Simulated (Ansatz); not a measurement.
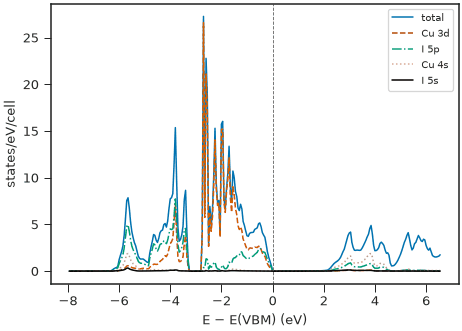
Figure. Total and projected density of states of CuI in space group P-3m1 (No. 164; Cu on 2d, I on 2d), LDA in the plane-wave PAW code Ansatz

**Question.** Which orbitals carry the states next to the gap?

**Answer.** Top 1 eV of the valence band: Cu 3d 53 %, I 5p 45 %. Bottom 1 eV of the conduction band: Cu 4s 47 %, I 5p 24 %, I 5s 6 %, outside the projected shells 20 %. Projections are on Löwdin-orthogonalised atomic valence shells; empty p or d shells of many metals are not among them.

**Question.** Where is the tallest occupied peak in this window, and what makes it?

**Answer.** Near -2.7 eV, about 27 states/eV per cell; the largest projected share is Cu 3d.

The workflow started from a Materials Project entry (that database holds measured and hypothetical structures alike); the Crystallography Open Database copy checked does not list it. It is not the phase usual at ambient conditions (space group No. 216). Symmetry was held in the LDA relaxation; phonons on a q-mesh show no instability. The run is not spin-polarised. A crystal of weakly bound layers computed without a dispersion correction: the cell and the soft elastic constants depend strongly on that. Spin–orbit coupling is left out wherever it is not named.

Potentials: the later of the program's two PAW sets.
